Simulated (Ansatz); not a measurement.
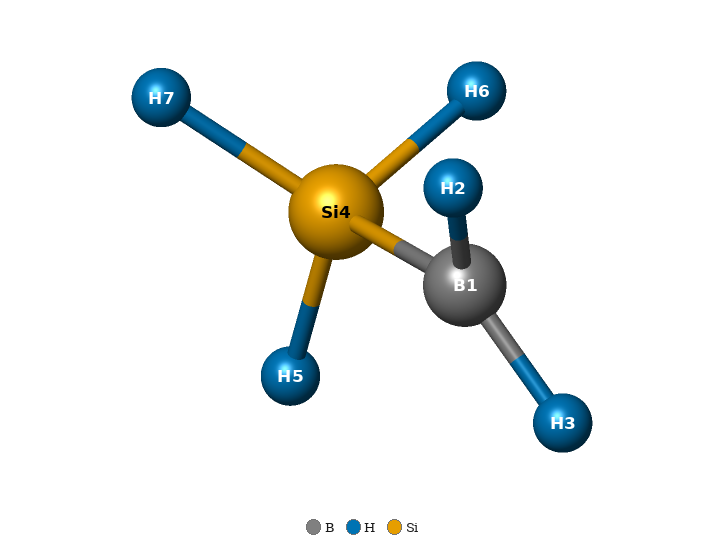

Harmonic vibrations computed with RKS PBE0-D4/def2-TZVP (Ansatz 0.2.0) at a stationary point of the same level.

Is this a minimum or a saddle point?

A minimum: no imaginary frequency, and the lowest mode lies at 87 cm⁻¹.

List the wavenumbers.

15 modes: 87, 390, 438, 641, 747, 878, 916, 921, 963, 1172, 2181, 2217, 2221, 2588, 2674 cm⁻¹.
